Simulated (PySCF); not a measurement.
Input file:

```
{"job": {"kind": "uv", "xc": "PBE0", "basis": "def2-SVPD", "nstates": 8, "ntriplets": 3}, "charge": 0, "multiplicity": 1}
N     -1.148253     1.609009    -0.510241
N     -0.598519     0.301331    -0.590169
Si    -1.740643    -0.965172    -0.323092
C      0.805906     0.249039    -0.382224
C      1.473048    -0.934992     0.236907
C      1.380671     0.346663     1.009353
H     -0.747552     2.180556    -1.253741
H     -0.902084     2.041924     0.381138
H     -1.965023    -1.302649     1.096086
H     -1.200637    -2.146721    -0.998850
H     -2.969155    -0.457105    -0.913082
H      1.358368     0.770203    -1.165818
H      2.433043    -1.234610    -0.156262
H      0.855309    -1.756963     0.558857
H      0.682970     0.377284     1.833489
H      2.274950     0.931146     1.166239
```

Run with:

```sh
OMP_NUM_THREADS=1 python probes_run.py task.json out
```

Geometry: GFN2-xTB.

These are results of PySCF 2.14.0, PBE0/def2-SVPD, SCF density, gas phase, not measurements.

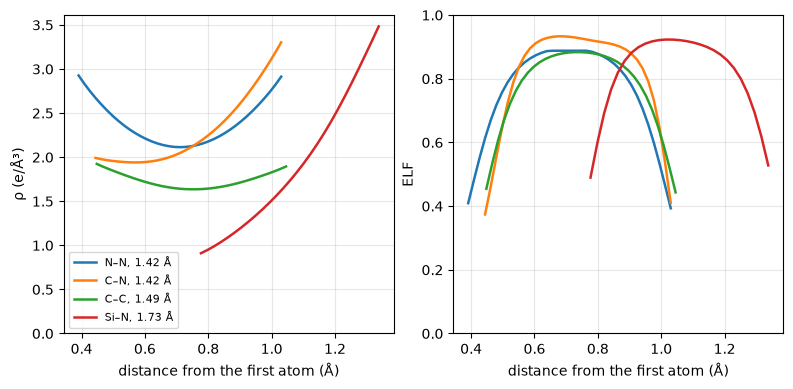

C$_{3}$H$_{10}$N$_{2}$Si (SMILES NN([SiH3])C1CC1). Total electron density and electron localisation function along straight lines between neighbouring atoms. The curves leave out the atomic cores.

**What kind of bonding do the profiles show?**

N–N (1.42 Å): ρ at the midpoint is about 2.1 e/Å³; the ELF peaks at about 0.90 between the atoms, as expected for a shared electron pair.
C–N (1.42 Å): the density is about 2 e/Å³ at the midpoint; the ELF peaks at about 0.95 between the atoms, as expected for localised, covalent bonding.
C–C (1.49 Å): ρ at the midpoint is about 1.6 e/Å³; the ELF peaks at about 0.90 between the atoms (localised, covalent bonding).
Si–N (1.73 Å): ρ is about 1.1 e/Å³ halfway; the ELF peaks at about 0.90 between the atoms, as expected for a shared but strongly polarised pair.
